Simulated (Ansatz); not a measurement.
**KLaHgSe3: a short molecular-dynamics run**

What does KLaHgSe3 do over 60 steps of 0.5 fs under a Langevin thermostat at 300 K? The cell is a randomly packed cell of 12 atoms, taken as it stands, without a relaxation.

Program: Ansatz 0.2.0. Level of theory: DFT PBE, plane waves, PAW, scalar-relativistic, no spin polarisation. These are calculated values, not measurements.

### Step 1. The starting structure

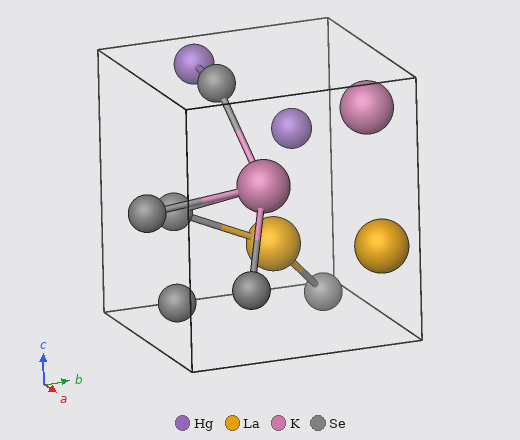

The starting structure, seen slightly off an axis (mercury purple, lanthanum amber, potassium pink, selenium grey). Each atom of the cell is drawn once.

Coordinates:

```cif
data_structure
_symmetry_space_group_name_H-M 'P 1'
_symmetry_Int_Tables_number 1
_cell_length_a 7.2135
_cell_length_b 7.8821
_cell_length_c 7.3419
_cell_angle_alpha 90.774
_cell_angle_beta 93.960
_cell_angle_gamma 106.978
_cell_volume 398.05
loop_
_atom_site_label
_atom_site_type_symbol
_atom_site_fract_x
_atom_site_fract_y
_atom_site_fract_z
_atom_site_occupancy
Hg1 Hg 0.00369 0.38691 0.88065 1
Hg2 Hg 0.16360 0.74246 0.62916 1
La1 La 0.85085 0.86333 0.32340 1
La2 La 0.30944 0.59696 0.24118 1
K1 K 0.70445 0.86745 0.81759 1
K2 K 0.66762 0.42546 0.56308 1
Se1 Se 0.37808 0.34141 0.89897 1
Se2 Se 0.87735 0.28406 0.23107 1
Se3 Se 0.14180 0.87132 0.98668 1
Se4 Se 0.23737 0.19590 0.39523 1
Se5 Se 0.47915 0.98943 0.46884 1
Se6 Se 0.49402 0.10457 0.11764 1
```

### Step 2. Dynamics

input.yaml

```yaml
crystal:
  lattice:
    - [7.126252, -1.111387, -0.127119]
    - [-1.129554, 7.772121, -0.667977]
    - [-0.307243, 0.483903, 7.319468]
  atoms:
    - { symbol: Hg, position: [0.003695, 0.386911, 0.880655] }
    - { symbol: Hg, position: [0.163601, 0.742458, 0.62916] }
    - { symbol: La, position: [0.850849, 0.86333, 0.323402] }
    - { symbol: La, position: [0.309443, 0.59696, 0.241176] }
    - { symbol: K, position: [0.704447, 0.867453, 0.817588] }
    - { symbol: K, position: [0.667616, 0.42546, 0.563085] }
    - { symbol: Se, position: [0.378079, 0.341409, 0.898968] }
    - { symbol: Se, position: [0.877352, 0.284057, 0.231073] }
    - { symbol: Se, position: [0.141801, 0.871316, 0.986684] }
    - { symbol: Se, position: [0.237367, 0.195903, 0.395231] }
    - { symbol: Se, position: [0.47915, 0.989431, 0.46884] }
    - { symbol: Se, position: [0.49402, 0.104573, 0.117638] }
kpoints:
  mp_grid: { grid: [2, 2, 2] }
magnetization:
  spin_polarized: false
scf:
  occupations: { method: fermi_dirac, width: 0.05 }
hamiltonian:
  pseudopotentials: { kind: paw }
  xc: pbe
basis:
  ecutwfc: 420
md:
  timestep: 0.5
  n_steps: 60
  ensemble: nvt_langevin
  temperature: 300.0
  initial_velocities: maxwell_boltzmann
  seed: 88446
```

The run is started by

```bash
$ ansatz run input.yaml --threads 2 --pin off --max-ram 2560MiB --backend cpu --events-out ev --progress --plain --runs-dir out
```

The log of the run, cut to the lines that bear on the results:

```text
Warning: md: disabling space-group detection — thermal motion breaks the input geometry's symmetry, so no spatial operation reduces the k-mesh or symmetrises the density; time reversal is kept, so that k and −k are solved as one point where they differ and the mesh holds both, and exact [...]
Warning: RAYON_NUM_THREADS=2 ignored (pool sized by the plan → 2); use --threads N
[...]
Pseudopotentials: kind: paw
Pseudopotential: Hg, paw, valence charge 20, recommended cutoff 420 eV (normal), Hg.paw.azcp
Pseudopotential: La, paw, valence charge 11, recommended cutoff 420 eV (normal), La.paw.azcp
Pseudopotential: K, paw, valence charge 9, recommended cutoff 420 eV (normal), K.paw.azcp
Pseudopotential: Se, paw, valence charge 16, recommended cutoff 420 eV (normal), Se.paw.azcp
Functional definition: PBE
[...]
Crystal: 12 atoms, lattice volume = 398.049 Å³
Basis set: ecut = 420 eV, 7759 PW (Γ), exchange–correlation on 100×108×100 points (8 copies of the dense FFT grid, shifted against one another)
Bands: 106, of which v1, the nominal top of the filled ones, is band 88 counted from 1 (87 counted from 0)
Symmetry: 1 space group operations
k-points: 8
[...]
SCF iter   1: F=—  HF=-76022.191084 eV  |F-HF|=—  |Δ(HF+E_count)|=         —  Δρ=5.45e-3  dr2=4.48e-1  ethr=1.77e-3  ⟨swp⟩=6.0  Hψ=2807  notcnv=0
[...]
md step     0: t =     0.00 fs  T =   275.0 K  F+E_penalty+E_count = -76022.15291860 eV  E_kin = 0.426558 eV  (12 SCF iters)
[...]
md step     1: t =     0.50 fs  T =   257.8 K  F+E_penalty+E_count = -76022.15819407 eV  E_kin = 0.399902 eV  (7 SCF iters)
[...]
SCF iter   1: F=—  HF=-76022.163634 eV  |F-HF|=—  |Δ(HF+E_count)|=         —  Δρ=1.44e-4  dr2=1.64e-4  ethr=1.16e-7  ⟨swp⟩=2.6  Hψ=3540  notcnv=0
[...]
```

### Step 3. The log goes on

The log, continued, cut to the lines that bear on the results:

```text
SCF iter   2: F=—  HF=-76022.163651 eV  |F-HF|=—  |Δ(HF+E_count)|=   1.77e-5  Δρ=1.07e-4  dr2=9.44e-5  ethr=9.30e-8  ⟨swp⟩=2.0  Hψ=1502  notcnv=0
[...]
md step     2: t =     1.00 fs  T =   257.0 K  F+E_penalty+E_count = -76022.16364835 eV  E_kin = 0.398613 eV  (7 SCF iters)
[...]
md step    16: t =     8.00 fs  T =   358.4 K  F+E_penalty+E_count = -76022.30498100 eV  E_kin = 0.555968 eV  (4 SCF iters)
[...]
md step    30: t =    15.00 fs  T =   474.2 K  F+E_penalty+E_count = -76022.53744791 eV  E_kin = 0.735544 eV  (7 SCF iters)
[...]
md step    44: t =    22.00 fs  T =   704.9 K  F+E_penalty+E_count = -76022.82353910 eV  E_kin = 1.093411 eV  (3 SCF iters)
[...]
md step    58: t =    29.00 fs  T =   790.6 K  F+E_penalty+E_count = -76023.14159094 eV  E_kin = 1.226390 eV  (4 SCF iters)
md step    59: t =    29.50 fs  T =   792.9 K  F+E_penalty+E_count = -76023.16410937 eV  E_kin = 1.229851 eV  (3 SCF iters)
[...]
md step    60: t =    30.00 fs  T =   794.5 K  F+E_penalty+E_count = -76023.18653084 eV  E_kin = 1.232353 eV  (8 SCF iters)
SCF converged after 8 iterations
Free energy (F): -76023.186531 eV
[...]
E sigma→0 (E₀):  -76023.158262 eV
Entropy (-TS):   -0.056538 eV (-4.711 meV/atom)
Fermi energy:    7.359154 eV
[...]
--- Forces (eV/Å), atoms counted from 1 ---
  atom   1  Hg    -0.35050209     0.09953530    -0.43176322
  atom   2  Hg    -0.78933202    -0.26034103     0.02113545
  atom   3  La     1.25425824     2.18063579    -0.51851136
  atom   4  La    -1.09387269    -0.39670080    -0.42632693
  atom   5  K     -0.06252100     0.21066516    -0.00389791
  atom   6  K     -0.02541324    -0.66578979     0.28621165
  atom   7  Se     0.75851277     0.54997225     0.56726787
  atom   8  Se    -0.05056256    -0.61087881     0.33119582
[...]
--- MD trajectory: 60 steps, t = 0.0 → 30.0 fs ---
  final state: T = 794.5 K   F+E_penalty+E_count = -76023.18653084 eV   E_kin = 1.232353 eV
```

Wall time 2.7 min (2 threads of an x86-64 CPU, shared host); peak memory 1.2 GiB.

### Step 4. What the atoms did

One step in 4; energies are changes from step 0; msd is the mean square displacement from the start, the centre of mass held:

| time (fs) | T (K) | potential energy change (meV/atom) | msd Se (Å²) | msd K (Å²) | msd La (Å²) | msd Hg (Å²) |
| --- | --- | --- | --- | --- | --- | --- |
| 0.0 | 275 | 0.0 | 0.000 | 0.000 | 0.000 | 0.000 |
| 2.0 | 259 | -2.0 | 0.000 | 0.000 | 0.000 | 0.000 |
| 4.0 | 280 | -4.9 | 0.000 | 0.000 | 0.000 | 0.000 |
| 6.0 | 313 | -8.4 | 0.000 | 0.000 | 0.000 | 0.000 |
| 8.0 | 358 | -12.7 | 0.001 | 0.001 | 0.000 | 0.000 |
| 10.0 | 405 | -17.7 | 0.001 | 0.001 | 0.000 | 0.000 |
| 12.0 | 443 | -23.2 | 0.002 | 0.001 | 0.001 | 0.001 |
| 14.0 | 472 | -29.0 | 0.003 | 0.002 | 0.001 | 0.001 |
| 16.0 | 506 | -35.1 | 0.004 | 0.002 | 0.001 | 0.001 |
| 18.0 | 557 | -41.7 | 0.005 | 0.003 | 0.002 | 0.001 |
| 20.0 | 590 | -48.6 | 0.006 | 0.003 | 0.002 | 0.001 |
| 22.0 | 705 | -55.9 | 0.008 | 0.004 | 0.003 | 0.002 |
| 24.0 | 709 | -63.3 | 0.010 | 0.004 | 0.004 | 0.002 |
| 26.0 | 729 | -70.8 | 0.012 | 0.005 | 0.005 | 0.002 |
| 28.0 | 798 | -78.6 | 0.015 | 0.006 | 0.006 | 0.003 |
| 30.0 | 794 | -86.1 | 0.018 | 0.006 | 0.007 | 0.003 |

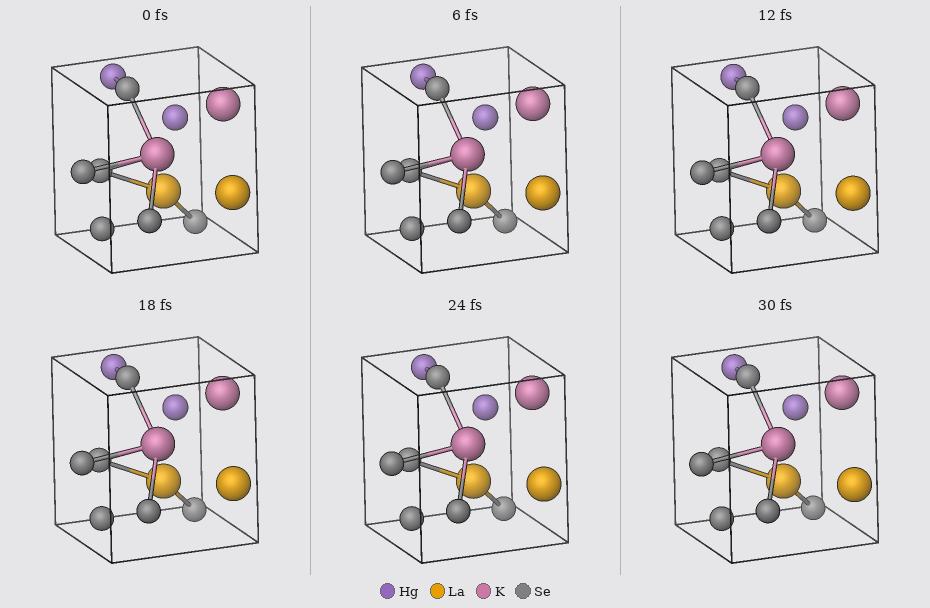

Six frames of the run, seen slightly off an axis. Each atom of the cell is drawn once. Atoms are followed across the cell's faces. Sticks are the contacts of the first frame, kept unless stretched by 40 %.

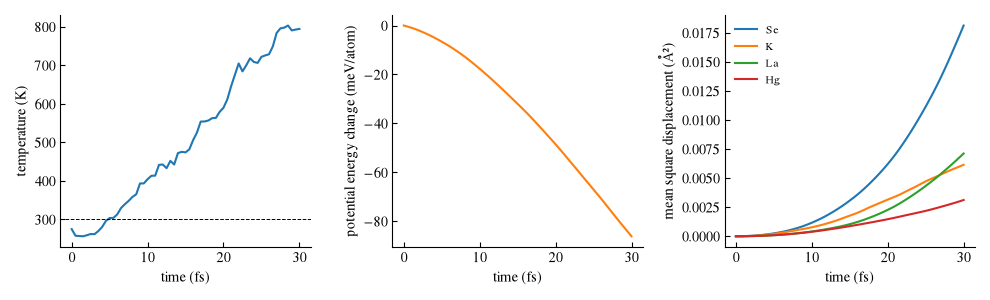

Traces against time; each panel has its own scale. The dashed line is the set temperature.

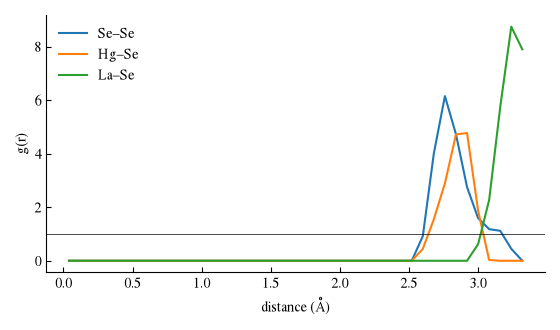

Pair distribution functions over the second half of the run, in bins of 0.08 Å, lightly smoothed, out to 3.4 Å.

First peaks of g(r) (not always the tallest), and, where a minimum follows, the mean number of second-named atoms round a first-named one up to the next minimum:

| pair | peak (Å) | height | minimum (Å) | neighbours |
| --- | --- | --- | --- | --- |
| Se–Se | 2.76 | 6.1 | - | - |
| Hg–Se | 2.92 | 4.8 | - | - |

### Step 5. Frames from the trajectory

Extended XYZ, with forces in eV/Å:

```xyz
12
Lattice="7.126 -1.111 -0.127 -1.130 7.772 -0.668 -0.307 0.484 7.319" Properties=species:S:1:pos:R:3:forces:R:3 pbc="T T T" time_fs=4.0 T=280 dE=-0.0590
Hg   -0.673    3.431    6.184    0.006    0.081   -0.438
Hg    0.133    5.898    4.091   -0.780   -0.286   -0.057
La    4.991    5.923    1.672    1.388    2.245   -0.860
La    1.459    4.412    1.327   -1.049   -0.409   -0.477
K     3.782    6.354    5.322   -0.153    0.227    0.139
K     4.100    2.849    3.749    0.038   -0.528    0.284
Se    2.025    2.673    6.309    0.460    0.539    0.681
Se    5.864    1.336    1.385    0.041   -0.546    0.469
Se   -0.284    7.087    6.638   -0.264   -0.540    1.193
Se    1.338    1.448    2.736   -1.419    0.715   -0.026
Se    2.154    7.377    2.702    1.138   -1.775   -0.047
Se    3.367    0.316    0.738    0.594    0.276   -0.862
12
Lattice="7.126 -1.111 -0.127 -1.130 7.772 -0.668 -0.307 0.484 7.319" Properties=species:S:1:pos:R:3:forces:R:3 pbc="T T T" time_fs=7.5 T=348 dE=-0.1387
Hg   -0.664    3.433    6.181   -0.026    0.084   -0.440
Hg    0.132    5.902    4.092   -0.787   -0.290   -0.039
La    4.994    5.927    1.664    1.390    2.248   -0.834
La    1.461    4.412    1.328   -1.060   -0.407   -0.474
K     3.774    6.354    5.332   -0.145    0.227    0.112
K     4.096    2.857    3.749    0.034   -0.551    0.284
Se    2.019    2.677    6.316    0.485    0.551    0.667
Se    5.866    1.327    1.383    0.028   -0.559    0.471
Se   -0.291    7.083    6.653   -0.279   -0.551    1.159
Se    1.325    1.447    2.739   -1.384    0.719   -0.019
Se    2.156    7.366    2.694    1.134   -1.749   -0.049
Se    3.367    0.312    0.744    0.609    0.278   -0.837
12
Lattice="7.126 -1.111 -0.127 -1.130 7.772 -0.668 -0.307 0.484 7.319" Properties=species:S:1:pos:R:3:forces:R:3 pbc="T T T" time_fs=11.0 T=414 dE=-0.2443
Hg   -0.656    3.436    6.177   -0.062    0.086   -0.434
Hg    0.131    5.904    4.092   -0.795   -0.291   -0.019
La    4.999    5.932    1.656    1.387    2.250   -0.807
La    1.463    4.412    1.328   -1.073   -0.407   -0.471
K     3.766    6.354    5.339   -0.135    0.226    0.092
K     4.094    2.863    3.751    0.023   -0.573    0.281
Se    2.013    2.682    6.324    0.515    0.558    0.656
Se    5.869    1.316    1.383    0.018   -0.572    0.462
Se   -0.299    7.079    6.671   -0.293   -0.567    1.116
Se    1.310    1.444    2.742   -1.334    0.720   -0.009
Se    2.161    7.351    2.687    1.124   -1.717   -0.061
Se    3.368    0.308    0.749    0.626    0.286   -0.806
12
Lattice="7.126 -1.111 -0.127 -1.130 7.772 -0.668 -0.307 0.484 7.319" Properties=species:S:1:pos:R:3:forces:R:3 pbc="T T T" time_fs=15.0 T=474 dE=-0.3845
Hg   -0.646    3.439    6.173   -0.114    0.088   -0.429
Hg    0.131    5.905    4.093   -0.800   -0.287   -0.003
La    5.003    5.939    1.645    1.378    2.251   -0.767
La    1.463    4.410    1.326   -1.085   -0.405   -0.463
K     3.755    6.355    5.347   -0.120    0.225    0.070
K     4.090    2.872    3.754    0.014   -0.599    0.276
Se    2.006    2.692    6.332    0.554    0.561    0.646
Se    5.872    1.302    1.385    0.002   -0.585    0.447
Se   -0.308    7.074    6.693   -0.314   -0.584    1.060
Se    1.289    1.444    2.744   -1.261    0.716    0.001
Se    2.169    7.333    2.679    1.102   -1.678   -0.082
Se    3.369    0.306    0.751    0.643    0.297   -0.755
12
Lattice="7.126 -1.111 -0.127 -1.130 7.772 -0.668 -0.307 0.484 7.319" Properties=species:S:1:pos:R:3:forces:R:3 pbc="T T T" time_fs=19.0 T=564 dE=-0.5411
Hg   -0.637    3.443    6.170   -0.169    0.091   -0.422
Hg    0.131    5.905    4.093   -0.801   -0.280    0.009
La    5.010    5.947    1.632    1.357    2.246   -0.715
La    1.463    4.408    1.326   -1.093   -0.406   -0.455
K     3.741    6.352    5.353   -0.104    0.223    0.050
K     4.087    2.880    3.757    0.005   -0.621    0.272
Se    1.999    2.704    6.343    0.598    0.562    0.631
Se    5.875    1.289    1.390   -0.012   -0.597    0.421
Se   -0.319    7.066    6.717   -0.341   -0.600    0.996
Se    1.266    1.449    2.747   -1.174    0.707    0.012
Se    2.179    7.317    2.671    1.069   -1.638   -0.110
Se    3.368    0.303    0.751    0.664    0.314   -0.690
12
Lattice="7.126 -1.111 -0.127 -1.130 7.772 -0.668 -0.307 0.484 7.319" Properties=species:S:1:pos:R:3:forces:R:3 pbc="T T T" time_fs=22.5 T=684 dE=-0.6928
Hg   -0.629    3.447    6.168   -0.221    0.093   -0.422
Hg    0.131    5.905    4.093   -0.796   -0.273    0.015
La    5.016    5.956    1.618    1.332    2.233   -0.658
La    1.461    4.407    1.325   -1.092   -0.404   -0.444
K     3.730    6.350    5.359   -0.090    0.219    0.028
K     4.085    2.884    3.757   -0.006   -0.635    0.272
Se    1.992    2.713    6.353    0.640    0.564    0.612
Se    5.877    1.277    1.395   -0.019   -0.607    0.397
Se   -0.328    7.057    6.740   -0.368   -0.615    0.932
Se    1.243    1.456    2.748   -1.087    0.697    0.025
Se    2.191    7.304    2.661    1.031   -1.607   -0.126
Se    3.369    0.299    0.750    0.677    0.335   -0.632
12
Lattice="7.126 -1.111 -0.127 -1.130 7.772 -0.668 -0.307 0.484 7.319" Properties=species:S:1:pos:R:3:forces:R:3 pbc="T T T" time_fs=26.0 T=729 dE=-0.8495
Hg   -0.621    3.452    6.167   -0.279    0.096   -0.427
Hg    0.132    5.905    4.093   -0.791   -0.266    0.019
La    5.022    5.966    1.604    1.302    2.214   -0.594
La    1.459    4.407    1.324   -1.094   -0.401   -0.433
K     3.720    6.347    5.364   -0.077    0.215    0.008
K     4.084    2.889    3.754   -0.017   -0.650    0.277
Se    1.984    2.722    6.363    0.694    0.561    0.589
Se    5.881    1.266    1.400   -0.033   -0.613    0.372
Se   -0.337    7.047    6.763   -0.393   -0.628    0.867
Se    1.219    1.465    2.750   -0.988    0.683    0.040
Se    2.204    7.288    2.650    0.990   -1.570   -0.143
Se    3.372    0.297    0.748    0.687    0.360   -0.574
12
Lattice="7.126 -1.111 -0.127 -1.130 7.772 -0.668 -0.307 0.484 7.319" Properties=species:S:1:pos:R:3:forces:R:3 pbc="T T T" time_fs=30.0 T=794 dE=-1.0336
Hg   -0.612    3.458    6.164   -0.351    0.100   -0.432
Hg    0.134    5.905    4.094   -0.789   -0.260    0.021
La    5.030    5.978    1.588    1.254    2.181   -0.519
La    1.455    4.406    1.325   -1.094   -0.397   -0.426
K     3.710    6.345    5.366   -0.063    0.211   -0.004
K     4.081    2.892    3.747   -0.025   -0.666    0.286
Se    1.976    2.735    6.378    0.759    0.550    0.567
Se    5.883    1.252    1.407   -0.051   -0.611    0.331
Se   -0.348    7.034    6.788   -0.419   -0.644    0.791
Se    1.189    1.475    2.751   -0.865    0.668    0.064
Se    2.222    7.266    2.640    0.940   -1.525   -0.166
Se    3.373    0.296    0.745    0.703    0.394   -0.513
```

### Step 6. What came out

| quantity | value |
| --- | --- |
| length | 60 steps of 0.5 fs |
| temperature, first and last step | 275 and 794 K |
| temperature, second half | mean 664 K, from 474 to 803 K |
| potential energy, second half | -58 meV/atom from the start |
| mean square displacement, second half | Se 0.009, K 0.004, La 0.004, Hg 0.002 Å² |

What this shows: Against a set 300 K the second half averages 664 K, going from 474 to 794 K over that half; the potential energy of that half lies 58 meV/atom under the start, so the atoms have moved to lower-lying arrangements, and the energy set free heats the cell. Over the second half Se atoms stand 0.1 Å (root mean square) from where they began, and the farthest move is 0.2 Å. Averages from a run of 30 fs with 12 atoms are rough. The k-mesh is coarse for this cell.
